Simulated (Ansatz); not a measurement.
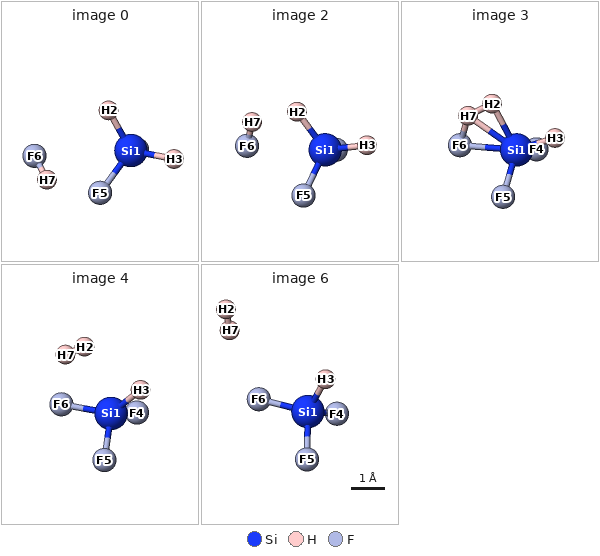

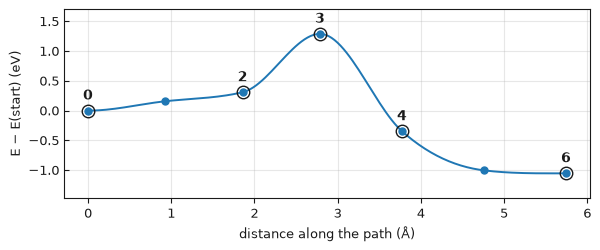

A nudged-elastic-band calculation for SiH$_{3}$F$_{3}$. Images are numbered from 0 (start) to 6 (end). Style: ball-and-stick. Shown from a free direction.

These are results of RKS PBE0/def2-SVP in Ansatz, not measurements. Set-up: 5 movable images; climbing image; force threshold 0.05 eV/Å; iteration limit 60; starting path through a guess of the saddle point.

Question: Describe the mechanism and the energy profile.

Answer: Forward barrier 1.29 eV, backward barrier 2.34 eV, with image 3 at the top; the reaction energy is −1.05 eV. Breaking: F6–H7 (0.93 → 1.17 at the top → 2.52 Å), Si1–H2 (1.48 → 1.69 at the top → 4.13 Å). Forming: H2–H7 (2.95 → 1.01 at the top → 0.76 Å), Si1–F6 (3.06 → 1.88 at the top → 1.60 Å). The band converged in 9 iterations. The largest component of the band force went from 48 to 0.027 eV/Å. The climbing image converged on the top of the path. Its vibrational analysis gives one imaginary mode (1102i cm⁻¹), as a transition state must have.

Cost: 54 s on 1 thread of AMD EPYC 9R45 96-Core Processor (Zen 5) (shared host), peak memory 0.17 GiB.
